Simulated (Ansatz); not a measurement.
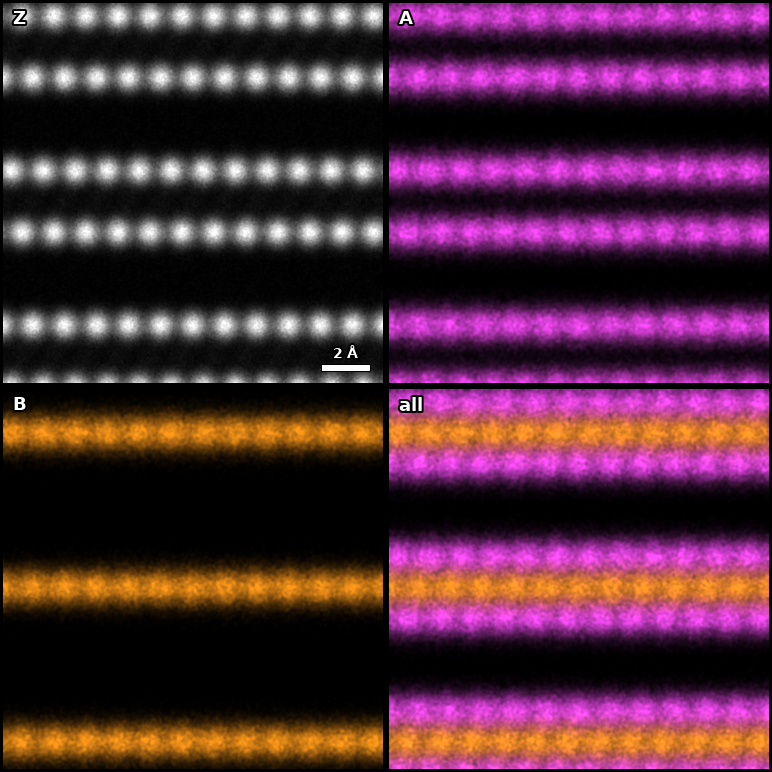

Sr2C (R-3m, No. 166) along [310]. Panel Z: The image is simulated as a sum over atoms of Z^1.7, blurred by a 0.89 Å probe (no channelling). Shot noise was added. The other panels are simulated element maps (the number of atoms of one element along the beam, blurred by 1.2 Å, with counting noise; each on its own scale, no channelling); the last overlays them. Structure: coordinates from a relaxation with Ansatz, DFT PBE, scalar-relativistic, plane waves, PAW; the starting structure was generated, so it need not be a known form of this composition.

```cif
data_structure
_symmetry_space_group_name_H-M 'P 1'
_symmetry_Int_Tables_number 1
_cell_length_a 4.1604
_cell_length_b 4.1604
_cell_length_c 19.7413
_cell_angle_alpha 90.000
_cell_angle_beta 90.000
_cell_angle_gamma 120.000
_cell_volume 295.92
loop_
_atom_site_label
_atom_site_type_symbol
_atom_site_fract_x
_atom_site_fract_y
_atom_site_fract_z
_atom_site_occupancy
Sr1 Sr 0.33333 0.66667 0.93353 1
Sr2 Sr 0.00000 0.00000 0.73313 1
C1 C 0.00000 0.00000 0.00000 1
Sr3 Sr 0.00000 0.00000 0.26687 1
Sr4 Sr 0.66667 0.33333 0.06647 1
C2 C 0.66667 0.33333 0.33333 1
Sr5 Sr 0.66667 0.33333 0.60020 1
Sr6 Sr 0.33333 0.66667 0.39980 1
C3 C 0.33333 0.66667 0.66667 1
```

Question: Which element does each lettered map show?

Answer: A: Sr, B: C. The projected cell (1.36 × 6.60 Å, 94°) holds 3 columns: 2 of Sr and 1 of C. No column is shared by two of the mapped elements.
